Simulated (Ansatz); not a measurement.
# SrCd (Pm-3m): from the cell to its phonons, part 2 of 2

Aim: the vibrations of SrCd (Pm-3m), their spectra, and whether the structure is stable.

Ansatz 0.2.0; DFT PBEsol, scalar-relativistic, plane waves, PAW; PAW set soft_1.

So far. Step 3 (Relaxing to small forces for the phonons): The forces vanish by symmetry and the pressure is 0.000 GPa, within the tolerances set. The cell now holds 31.42 Å³/atom. The relaxed cell has a = 3.976 Å (conventional setting).

### 4. Modes at Γ

The zone centre comes first: it holds the modes that light can see, as far as symmetry allows. No field response is asked, since the mesh shows no gap.

Input file input.yaml:

```yaml
crystal:
  lattice:
    - [3.9757347763, 0.0, 0.0]
    - [0.0, 3.9757347763, 0.0]
    - [0.0, 0.0, 3.9757347763]
  atoms:
    - { symbol: Sr, position: [0.5, 0.5, 0.5] }
    - { symbol: Cd, position: [0.0, 0.0, 0.0] }
kpoints:
  mp_grid: { grid: [12, 12, 12] }
hamiltonian:
  xc: pbesol
  pseudopotentials: { kind: paw, azcp: { folder: soft_1 }, xc_functional: pbe }
scf:
  occupations: { method: methfessel_paxton, width: 0.2 }
output:
  eigenvalues: true
phonons:
  method: dfpt
```

On the command line:

```
$ ansatz run input.yaml --threads 4 --pin off --max-ram 10240MiB --backend cpu --events-out ev --progress --plain --runs-dir out
```

Numbers of over 12 decimals in the logs are rounded to 6 here.

Output:

```text
[...]
Crystal: 2 atoms, lattice volume = 62.842 Å³
Basis set: ecut = 420 eV, 1237 PW (Γ), exchange–correlation on 54×54×54 points (8 copies of the dense FFT grid, shifted against one another)
Bands: 19, of which v1, the nominal top of the filled ones, is band 15 counted from 1 (14 counted from 0)
Symmetry: 48 space group operations
k-points: 196 of 1728 (irreducible under 8 space group operations, time reversal used)
[...]
SCF iter   1: F=—  HF=-11678.299786 eV  |F-HF|=—  |Δ(HF+E_count)|=         —  Δρ=6.28e-2  dr2=3.98e0  ethr=3.10e-3  ⟨swp⟩=7.0  Hψ=20787  notcnv=0
[...]
SCF iter  11: F=-11676.988741 eV  HF=-11676.988741 eV  |F-HF|=0.00e0  |Δ(HF+E_count)|=  3.64e-12  S|Δr|=    0.00e0  Δρ=7.44e-8  dr2=3.08e-12  ethr=1.00e-12  ⟨swp⟩=7.6  Hψ=21141  notcnv=0
SCF 1 converged in 11 iterations: F = -11676.988741 eV  dr2 = 3.08e-12
[...]
DFPT response loops at Γ: preconditioner auto → Kerker (q_TF=auto, 2.412 Å⁻¹) (partly filled bands, converged f_vac=0.000); β = 1.00, the filter's whole step (`scf.mixing.beta` (0.50) is not read by the response loops under this deck's `scf.mixing.preconditioner`; to damp them name `kerker` or `kerker_dos`, under which they read `scf.mixing.beta`, and type it under 1.00, their step now; both keys bind the ground state too); Broyden in place of MSR1
SCF converged after 11 iterations
[...]
Free energy (F): -11676.988741 eV
[...]
Internal energy: -11676.985086 eV  (E = F + TS)
E sigma→0 (E₀):  -11676.987827 eV
Entropy (-TS):   -0.003656 eV (-1.828 meV/atom)
Fermi energy:    9.349859 eV
[...]
--- Band table (eV; the first three rows and the last of 196) ---
  k-point 0: bands = [... 11 lower, 0.8672, 0.8672, 3.4461, 10.6790, 10.6790, 13.3937, 13.3937, 13.3937]
  k-point 1: bands = [... 11 lower, 0.8650, 0.8681, 3.5299, 10.5580, 10.7009, 13.1324, 13.1324, 13.1894]
  k-point 2: bands = [... 11 lower, 0.8591, 0.8704, 3.7769, 10.0799, 10.7630, 12.6669, 12.6669, 13.0667]
  k-point 195: bands = [... 11 lower, 1.0069, 1.0069, 8.5116, 8.5116, 8.5116, 8.6078, 14.0349, 14.0349]
--- Phonons (Γ-DFPT): 2 representative perturbations + reference, on 196 of 1728 k-points (Σ response iterations 6) ---
  k mesh reduced under 8 symmetry operations, with k and −k counted as one. Each operation leaves every solved perturbation unchanged. A smaller set is not used because it would not reduce the number of displacements times k-points to solve
  ASR residual: 2.112e-4 → 0.000e0 eV/Å²; symmetrization residual: 5.510e-6 eV/Å²
  ASR residual per site (eV/Å²): 2.11e-4 1.68e-5
  Γ frequencies (cm⁻¹): 0.00 0.00 0.00 106.01 106.01 106.01
  non-analytic LO–TO correction: not included (Born effective charges unavailable; polar crystals: no LO–TO splitting at Γ)
```

Elapsed: 18 s, on 4 threads of Arm Neoverse V2, shared host; peak memory 0.81 GiB; 67 s of CPU time.

Numbers from this step:

| Property | Result |
| --- | --- |
| sum-rule residual before enforcement | 2.11e-4 eV/Å² |
| point group | m-3m |
| highest optical mode at the zone centre (no LO-TO term) | 106.0 cm⁻¹ |
| lowest optical zone-centre mode | 106.0 cm⁻¹ |

Patterns of degenerate modes are one choice out of their space. Modes at Γ, with each element's share of the kinetic energy:

| mode | frequency (cm⁻¹) | symmetry | Sr % | Cd % |
| --- | --- | --- | --- | --- |
| 1 | 0.0 | acoustic | 44 | 56 |
| 2 | 0.0 | acoustic | 44 | 56 |
| 3 | 0.0 | acoustic | 44 | 56 |
| 4 | 106.0 | T1u | 56 | 44 |
| 5 | 106.0 | T1u | 56 | 44 |
| 6 | 106.0 | T1u | 56 | 44 |

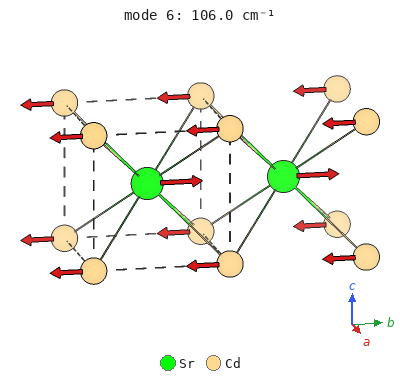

Displacement patterns of mode 6 at Γ; arrows are exaggerated. 1×2×1 cells are drawn. Some periodic images of atoms are drawn too.

Before it was imposed, the acoustic sum rule was missed by 2.1e-4 eV/Å². Small misses are needed for a sound result but don't prove that mesh and cutoff are converged. The lowest optical mode is real, 106 cm⁻¹.

### 5. Response at finite wavevector

Stability and thermal properties need the whole zone. Linear response on a 4×4×4 q mesh gives force constants as far as a supercell of that size would.

Changes to input.yaml since step 4:

```diff
@@ -19 +19,8 @@
   method: dfpt
+  qmesh: [4, 4, 4]
+  temperatures: { t_max: 1000, t_step: 50 }
+  qpath:
+    path:
+      - [[0.0, 0.0, 0.0], [0.0, 0.5, 0.0], [0.5, 0.5, 0.0], [0.0, 0.0, 0.0], [0.5, 0.5, 0.5], [0.0, 0.5, 0.0]]
+      - [[0.5, 0.5, 0.5], [0.5, 0.5, 0.0]]
+    npoints: 10
```

Output:

```text
[...]
Crystal: 2 atoms, lattice volume = 62.842 Å³
Basis set: ecut = 420 eV, 1237 PW (Γ), exchange–correlation on 54×54×54 points (8 copies of the dense FFT grid, shifted against one another)
Bands: 19, of which v1, the nominal top of the filled ones, is band 15 counted from 1 (14 counted from 0)
Symmetry: 48 space group operations
k-points: 84 of 1728
[...]
SCF iter   1: F=—  HF=-11678.299759 eV  |F-HF|=—  |Δ(HF+E_count)|=         —  Δρ=6.28e-2  dr2=3.98e0  ethr=3.10e-3  ⟨swp⟩=7.0  Hψ=8875  notcnv=0
[...]
SCF iter  11: F=-11676.988741 eV  HF=-11676.988741 eV  |F-HF|=0.00e0  |Δ(HF+E_count)|=  3.64e-12  S|Δr|=    0.00e0  Δρ=7.46e-8  dr2=3.05e-12  ethr=1.00e-12  ⟨swp⟩=7.6  Hψ=9040  notcnv=0
SCF 1 converged in 11 iterations: F = -11676.988741 eV  dr2 = 3.05e-12
[...]
SCF iter   5: F=-11676.988741 eV  HF=-11676.988741 eV  |F-HF|=1.82e-12  |Δ(HF+E_count)|=  1.82e-12  S|Δr|=    0.00e0  Δρ=1.74e-8  dr2=8.01e-14  ethr=1.00e-12  ⟨swp⟩=4.9  Hψ=4826  notcnv=0
SCF 2 converged in 5 iterations: F = -11676.988741 eV  dr2 = 8.01e-14
phonons: the bands overlap, so this run is a metal and interpolates without the dipole-dipole term. If the crystal is really an insulator or semiconductor, its LO-TO splitting is missing
NSCF: frozen V_eff on 84 k-points
[...]
DFPT response loops at q = (0, 0, 0) (fractional): preconditioner auto → Kerker (q_TF=auto, 2.412 Å⁻¹) (partly filled bands, converged f_vac=0.000); β = 1.00, the filter's whole step (`scf.mixing.beta` (0.50) is not read by the response loops under this deck's `scf.mixing.preconditioner`; to damp them name `kerker` or `kerker_dos`, under which they read `scf.mixing.beta`, and type it under 1.00, their step now; both keys bind the ground state too); Broyden in place of MSR1
[...]
SCF converged after 11 iterations
[...]
Free energy (F): -11676.988741 eV
[...]
Internal energy: -11676.985086 eV  (E = F + TS)
E sigma→0 (E₀):  -11676.987827 eV
Entropy (-TS):   -0.003656 eV (-1.828 meV/atom)
Fermi energy:    9.349859 eV
[...]
--- Band table (eV; the first three rows and the last of 84) ---
  k-point 0: bands = [... 11 lower, 0.8672, 0.8672, 3.4461, 10.6790, 10.6790, 13.3937, 13.3937, 13.3937]
  k-point 1: bands = [... 11 lower, 0.8650, 0.8681, 3.5299, 10.5580, 10.7009, 13.1324, 13.1324, 13.1894]
  k-point 2: bands = [... 11 lower, 0.8591, 0.8704, 3.7769, 10.0799, 10.7630, 12.6669, 12.6669, 13.0667]
  k-point 83: bands = [... 11 lower, 1.0069, 1.0069, 8.5116, 8.5116, 8.5116, 8.6078, 14.0349, 14.0349]
--- Phonons (Γ-DFPT): 2 representative perturbations + reference (Σ response iterations 6) ---
  ASR residual: 2.101e-4 → 0.000e0 eV/Å²; symmetrization residual: 7.033e-6 eV/Å²
  ASR residual per site (eV/Å²): 2.10e-4 1.55e-5
  Γ frequencies (cm⁻¹): 0.00 0.00 0.00 106.01 106.01 106.01
--- Phonons (arbitrary-q DFPT): 10 irreducible q on the 4×4×4 mesh ---
  q = [0.0000, 0.0000, 0.0000] (star 1, of the zone-centre solve; hermiticity 6.91e-6, symmetrization 1.07e-11): -0.00 0.00 0.00 106.01 106.01 106.01
  q = [0.0000, 0.0000, 0.2500] (star 6, 4 solved perturbations in 1848 linear systems a pass and spin channel, the states on 588 of 1728 k-point pairs; hermiticity 1.45e-5, symmetrization 5.85e-12): 42.95 42.95 50.90 99.19 99.19 106.06
[...]
q = [0.0000, 0.2500, -0.5000] (star 12, 6 solved perturbations on 588 of 1728 k-point pairs; hermiticity 8.44e-6, symmetrization 2.48e-13): 40.00 56.26 74.19 78.06 106.60 114.66
[...]
sum rule: each row above includes the acoustic sum rule's correction from the zone centre's row sums; it moved no ω² by more than (0.81 cm⁻¹)²
  mesh force constants: q→R imaginary residual 2.16e-18; ASR residual 2.101e-4 → 0.000e0 eV/Å²; symmetrization residual 2.220e-15 eV/Å²
  interpolated dispersion: 62 rows × 6 modes
  density of states and harmonic sums: on the 16×16×16 q-mesh, interpolated from the force constants of a 4×4×4 supercell (no non-analytic term)
  largest difference from the sums on the solved wave vectors: F 1.51e-2 eV, S 1.91e-5 and C_V 3.98e-6 eV/K
  zero-point energy: 0.029097 eV/cell   skipped modes (ω ≤ 0): 3   left out of the sums: 1.22e-4 of the cell's modes: C_V's classical limit lies that fraction below 3 k_B per atom; for a crystal, a wire or a layer, F and S can be off by more, and a phonons.interpolated_qmesh denser along its periods is the remedy for the sampling
```

The job ended after 8.6 min (4 threads; peak memory 2.6 GiB).

This step gave:

| Quantity | Value |
| --- | --- |
| sum-rule residual before enforcement | 2.10e-4 eV/Å² |
| lowest frequency on the path | 0 cm⁻¹ |
| highest frequency on the path or at a solved wavevector | 118.7 cm⁻¹ |
| mean frequency | 78.2 cm⁻¹ |
| Debye temperature (second moment) | 154 K |
| logarithmic mean frequency | 72.6 cm⁻¹ |
| lowest mode on the q mesh (acoustic modes at Γ apart) | 32.22 cm⁻¹ |
| zero-point energy per atom | 14.55 meV |
| heat capacity at 300 K | 24.61 J/(mol atoms K) |
| vibrational entropy at 300 K | 51.43 J/(mol atoms K) |

Frequencies (cm⁻¹) solved at each irreducible wavevector; negative means imaginary. Frequencies by wavevector, by row:

| q in reciprocal lattice units | star | mode 1 | mode 2 | mode 3 | mode 4 | mode 5 | mode 6 |
| --- | --- | --- | --- | --- | --- | --- | --- |
| 0 0 0 | 1 | 0 | 0 | 0 | 106 | 106 | 106 |
| 0 0 0.25 | 6 | 43 | 43 | 50.9 | 99.2 | 99.2 | 106.1 |
| 0 0 -0.5 | 3 | 60.1 | 73.5 | 73.5 | 82.5 | 82.5 | 109.3 |
| 0 0.25 0.25 | 12 | 32.2 | 55.5 | 68 | 93 | 99.5 | 111 |
| 0 0.25 -0.5 | 12 | 40 | 56.3 | 74.2 | 78.1 | 106.6 | 114.7 |
| 0 -0.5 -0.5 | 3 | 33 | 33 | 73.4 | 74.2 | 118.7 | 118.7 |
| 0.25 0.25 0.25 | 8 | 52 | 52 | 62.4 | 98.7 | 106.9 | 106.9 |
| 0.25 0.25 -0.5 | 12 | 38.6 | 56.6 | 68.5 | 102.1 | 102.5 | 114.9 |
| 0.25 -0.5 -0.5 | 6 | 46 | 46 | 66.1 | 96.9 | 117.9 | 117.9 |
| -0.5 -0.5 -0.5 | 1 | 54.9 | 54.9 | 54.9 | 117.8 | 117.8 | 117.8 |

Interpolated from a 4×4×4 q mesh. Phonon branches along the path, in cm⁻¹:

| point | branch 1 | branch 2 | branch 3 | branch 4 | branch 5 | branch 6 |
| --- | --- | --- | --- | --- | --- | --- |
| Γ | 0 | 0 | 0 | 106 | 106 | 106 |
| X | 60 | 74 | 74 | 82 | 82 | 109 |
| M | 33 | 33 | 73 | 74 | 119 | 119 |
| Γ | 0 | 0 | 0 | 106 | 106 | 106 |
| R | 55 | 55 | 55 | 118 | 118 | 118 |
| X | 60 | 74 | 74 | 82 | 82 | 109 |
| jump to R | 55 | 55 | 55 | 118 | 118 | 118 |
| M | 33 | 33 | 73 | 74 | 119 | 119 |

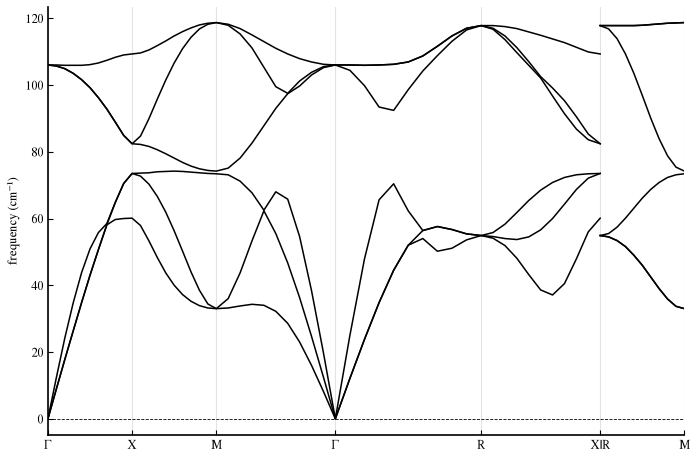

Phonon branches along the path.

The phonon density of states has structure finer than the step of the table below, so its rows give means over 10 cm⁻¹, whole bins alone (the curve runs from 0.5 to 118 cm⁻¹). Peaks (cm⁻¹: height): 38.5: 0.101, 53.5: 0.0805, 68.5: 0.135, 92.5: 0.0948, 116.5: 0.140.

Tetrahedra on a 16×16×16 mesh, mean over bins of 1 cm-1. Interpolated from a 4×4×4 q mesh. Phonon density of states against wavenumber; means over each step:

| wavenumber (cm⁻¹) | phonon density of states (1/cm⁻¹/cell) |
| --- | --- |
| 10 | 7.5e-4 |
| 20 | 0.00378 |
| 30 | 0.0164 |
| 40 | 0.0761 |
| 50 | 0.0635 |
| 60 | 0.0581 |
| 70 | 0.0816 |
| 80 | 0.0187 |
| 90 | 0.0552 |
| 100 | 0.0714 |
| 110 | 0.115 |

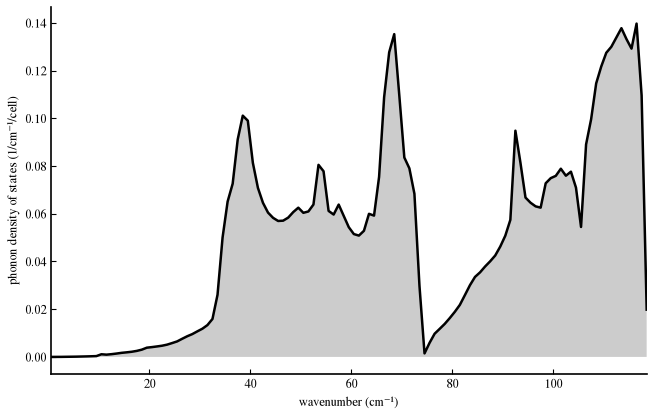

Phonon density of states against wavenumber.

The partial phonon density of states has structure finer than the step of the table below, so its rows give means over 5 cm⁻¹, whole bins alone (the curve runs from -10 to 132 cm⁻¹). Peaks (cm⁻¹: height): Cd 39.1: 0.0657, 67.7: 0.0942, 107.9: 0.0194; Sr 39.1: 0.0200, 113.3: 0.113.

Phonopy on the run's constants, 15x15x15 mesh, Gaussian sigma 2.0 cm-1. Interpolated from a 4×4×4 q mesh. Partial phonon density of states against wavenumber; means over each step; values in 1/cm⁻¹/cell:

| wavenumber (cm⁻¹) | Cd | Sr |
| --- | --- | --- |
| -5 | 1.2e-5 | 9.1e-6 |
| 0 | 7.8e-5 | 6.3e-5 |
| 5 | 3.8e-5 | 3.0e-5 |
| 10 | 5.8e-4 | 4.4e-4 |
| 15 | 0.00119 | 8.8e-4 |
| 20 | 0.00230 | 0.00161 |
| 25 | 0.00404 | 0.00270 |
| 30 | 0.0103 | 0.00509 |
| 35 | 0.0413 | 0.0132 |
| 40 | 0.0608 | 0.0181 |
| 45 | 0.0477 | 0.0120 |
| 50 | 0.0521 | 0.0105 |
| 55 | 0.0544 | 0.0103 |
| 60 | 0.0485 | 0.00895 |
| 65 | 0.0715 | 0.00870 |
| 70 | 0.0807 | 0.00777 |
| 75 | 0.0231 | 0.00760 |
| 80 | 0.00349 | 0.0162 |
| 85 | 0.00620 | 0.0270 |
| 90 | 0.0109 | 0.0424 |
| 95 | 0.0137 | 0.0550 |
| 100 | 0.0152 | 0.0576 |
| 105 | 0.0169 | 0.0642 |
| 110 | 0.0184 | 0.0988 |
| 115 | 0.0135 | 0.103 |
| 120 | 0.00329 | 0.0275 |
| 125 | 4.4e-5 | 3.4e-4 |

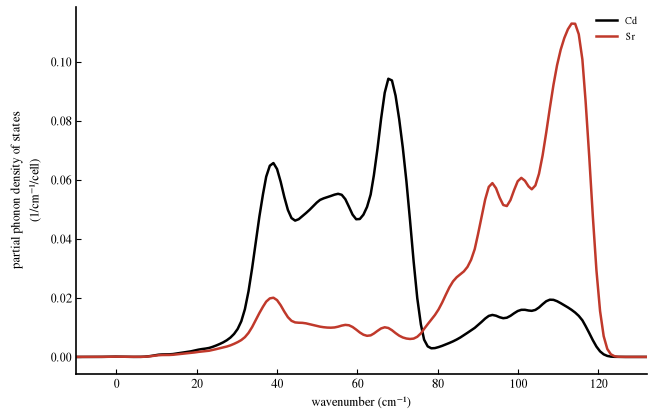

Partial phonon density of states against wavenumber.

Second derivatives of the energy by pair, one row for each kind of neighbour of each atom listed. Each entry sums the pair over the periodic images of the supercell that the q mesh stands for, and in a polar crystal it holds the long-range dipole part too. Force constants by pair, by row:

| atom | neighbour | distance (Å) | third of the trace (eV/Å²) | along the pair's line (eV/Å²) |
| --- | --- | --- | --- | --- |
| Sr1 | itself | 0 | 3.041 | – |
| Sr1 | Cd | 3.443 | -0.241 | -0.6792 |
| Sr1 | Sr | 3.976 | -0.1735 | -0.4923 |
| Sr1 | Sr | 5.623 | 0.0169 | 0.0459 |
| Sr1 | Cd | 6.593 | -0.0059 | -0.0178 |
| Sr1 | Sr | 6.886 | -0.0174 | -0.0684 |
| Cd2 | itself | 0 | 1.802 | – |
| Cd2 | Sr | 3.443 | -0.241 | -0.6792 |
| Cd2 | Cd | 3.976 | 0.0758 | 0.2163 |
| Cd2 | Cd | 5.623 | -0.0093 | -0.0152 |
| Cd2 | Sr | 6.593 | -0.0059 | -0.0178 |
| Cd2 | Cd | 6.886 | -0.0058 | -0.0301 |

Harmonic thermodynamic functions per atom, from the density of states. Interpolated from a 4×4×4 q mesh. Thermodynamic functions, by row:

| T (K) | F_vib (meV/atom) | S (J/mol-atom/K) | C_V (J/mol-atom/K) |
| --- | --- | --- | --- |
| 0 | 14.55 | 0 | 0 |
| 50 | 12.41 | 11.57 | 16.51 |
| 100 | 2.62 | 25.29 | 22.24 |
| 200 | -32.85 | 41.52 | 24.22 |
| 300 | -81.35 | 51.43 | 24.61 |
| 400 | -138.5 | 58.54 | 24.76 |
| 500 | -202.2 | 64.07 | 24.82 |
| 600 | -271 | 68.6 | 24.86 |
| 700 | -344.1 | 72.43 | 24.88 |
| 800 | -420.9 | 75.75 | 24.89 |
| 900 | -501 | 78.69 | 24.9 |
| 1000 | -583.9 | 81.31 | 24.91 |

Harmonic mean-square displacement, third of the trace. Interpolated from a 4×4×4 q mesh. Mean square displacements, by row:

| T (K) | Sr1 U_eq (Å²) | Cd2 U_eq (Å²) |
| --- | --- | --- |
| 0 | 0.00232 | 0.00272 |
| 100 | 0.0054 | 0.00825 |
| 300 | 0.01502 | 0.02379 |
| 600 | 0.02982 | 0.04741 |

Symmetry leaves 10 wavevectors to solve. The lowest mode among them, the acoustic zeros apart, lies at q = (0, 0.25, 0.25) and is real, 32.2 cm⁻¹.

### 6. Isotope substitution, element Cd, natural mass 112.414 amu

An isotope changes the mass and not the force constants, so no new electronic calculation is needed; the shifts show which modes move this element.

The same force constants with the mass of Cd changed from 112.414 to 115.905 u (phonopy, no LO-TO term). Both lists are sorted by frequency; levels can cross, so a row need not hold one and the same mode. Modes under 3 cm⁻¹ are left out. Isotope shifts, by row:

| q | rank | natural mass (cm⁻¹) | changed mass (cm⁻¹) |
| --- | --- | --- | --- |
| 0 0 0 | 4 | 106 | 105.3 |
| 0 0 0 | 5 | 106 | 105.3 |
| 0 0 0 | 6 | 106 | 105.3 |
| 0 0 0.25 | 1 | 42.95 | 42.57 |
| 0 0 0.25 | 2 | 42.95 | 42.57 |
| 0 0 0.25 | 3 | 50.9 | 50.3 |
| 0 0 0.25 | 4 | 99.19 | 98.57 |
| 0 0 0.25 | 5 | 99.19 | 98.57 |
| 0 0 0.25 | 6 | 106.1 | 105.7 |
| 0 0 -0.5 | 1 | 60.06 | 59.15 |
| 0 0 -0.5 | 2 | 73.49 | 72.38 |
| 0 0 -0.5 | 3 | 73.49 | 72.38 |
| 0 0 -0.5 | 4 | 82.45 | 82.45 |
| 0 0 -0.5 | 5 | 82.45 | 82.45 |
| 0 0 -0.5 | 6 | 109.3 | 109.3 |
| 0 0.25 0.25 | 1 | 32.22 | 31.87 |
| 0 0.25 0.25 | 2 | 55.52 | 55.02 |
| 0 0.25 0.25 | 3 | 68.01 | 66.97 |
| 0 0.25 0.25 | 4 | 92.96 | 92.39 |
| 0 0.25 0.25 | 5 | 99.5 | 99.5 |
| 0 0.25 0.25 | 6 | 111 | 110.5 |

A mode of this element alone would shift by -1.52 %. The highest zone-centre frequency without the field goes from 106.0 to 105.3 cm⁻¹ (-0.7 %). The product of the frequency ratios over all optical modes at Γ is 0.980; the product rule, (m/m′)^(3k/2) (M′/M)^(3/2) with k = 1 such atoms and M the mass of the cell, gives 0.980.

### 7. Another isotope, element Sr, natural mass 87.62 amu

The same for Sr, from 87.62 to 85.91 u.

A mode of this element alone would shift by +0.99 %. The highest zone-centre frequency without the field goes from 106.0 to 106.6 cm⁻¹ (+0.6 %). The product of the frequency ratios over all optical modes at Γ is 1.017; the product rule, (m/m′)^(3k/2) (M′/M)^(3/2) with k = 1 such atoms and M the mass of the cell, gives 1.017.

### 8. Results

```json
{
  "space group after relaxation (within 0.01 Å)": "Pm-3m",
  "volume per atom": "31.4 Å³",
  "electronic character": "no gap on this mesh",
  "highest optical mode at the zone centre (no LO-TO term)": "106 cm⁻¹",
  "lowest optical zone-centre mode": "106 cm⁻¹",
  "lowest mode on the q mesh (acoustic modes at Γ apart)": "32.2 cm⁻¹",
  "highest frequency on the path or at a solved wavevector": "119 cm⁻¹",
  "zero-point energy per atom": "14.6 meV",
  "heat capacity at 300 K": "24.6 J/(mol atoms K)",
  "vibrational entropy at 300 K": "51.4 J/(mol atoms K)",
  "Debye temperature (second moment)": "154 K",
  "imaginary modes on the 4×4×4 q mesh": "none"
}
```

In words: The structure is a minimum as far as tested: no mode is imaginary at the 10 irreducible wavevectors of the 4×4×4 mesh, and the softest away from the acoustic zeros lies at 32 cm⁻¹. The optical modes at Γ form one degenerate level at 106 cm⁻¹. With no gap, or one that is small against the smearing, the frequencies hang on the k mesh and the smearing, most of all near Kohn anomalies. The PAW files were made for PBE and serve the other functionals too. These are harmonic frequencies at zero temperature: anharmonic shifts, linewidths and thermal expansion are left out.

[Logs are printed without paths, hosts, clocks, repeated set-up lines and the standing remarks that a program may print on its own settings, such as how far it seeks lower states.]

[Hosts, paths, dates, database ids (printed as entryN), source tags and the programs' standing remarks are cut or masked in the printed files.]
